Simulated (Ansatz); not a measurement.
# BClH2S: the cost of one run

Method: RKS PBE0/def2-mTZVP, in Ansatz 0.2.0.

**1. The system as given**

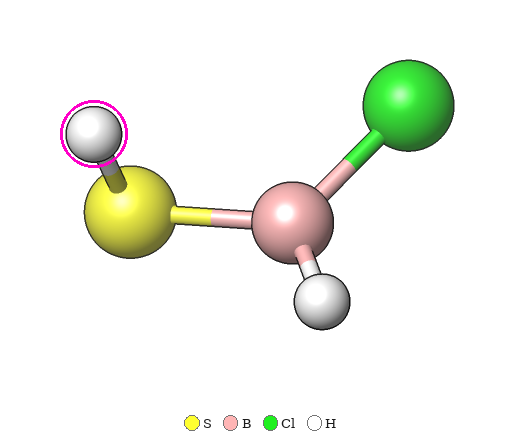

The starting structure, seen from a chosen angle (sulfur yellow, boron pink, chlorine green, hydrogen white). Ringed: H4.

Coordinates:

```xyz
5

S    -1.3151    0.4576    0.1343
B     0.4230   -0.0374    0.3359
Cl    0.8240   -1.8249    0.3257
H    -1.1597    0.5611   -1.2816
H     1.2777    0.7698    0.4443
```

**2. Relaxing end A**

input.yaml reads:

```yaml
crystal:
  periodic: [false, false, false]
  atoms:
    - { symbol: S, position_ang: [-1.3151, 0.4576, 0.1343] }
    - { symbol: B, position_ang: [0.423, -0.0374, 0.3359] }
    - { symbol: Cl, position_ang: [0.824, -1.8249, 0.3257] }
    - { symbol: H, position_ang: [-1.1597, 0.5611, -1.2816] }
    - { symbol: H, position_ang: [1.2777, 0.7698, 0.4443] }
basis:
  gaussian: { orbitals: def2-mTZVP }
hamiltonian:
  xc: pbe0
relax:
  f_tol: 0.02
  max_steps: 50
```

On the command line:

```
> ansatz run input.yaml --threads 1 --pin off --max-ram 2048MiB --backend cpu --events-out ev --progress --plain --runs-dir out
```

Q: Estimate wall time and peak memory on 1 thread of an Arm CPU, shared host.

About 46 s, with a peak of 0.13 GiB.
